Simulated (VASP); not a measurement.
Band structure of Pd (space group P6_3/mmc). Method: r2SCAN meta-GGA, VASP's PBE PAW potentials (set 64) (plane waves; VASP).

The run has a spin-polarised start.

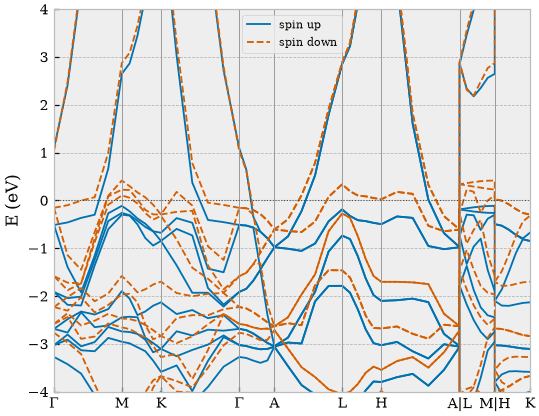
Figure. Bands along high-symmetry lines, zero at the valence-band maximum or, without a gap, the Fermi level

Q: Read the plot: is there a gap, and where are the band edges?

A: It has no gap at this level: it comes out as a metal or semimetal.

The structure comes from a computed database's Pd entry (P6_3/mmc); how it stands against other phases isn't given here. It was relaxed first.
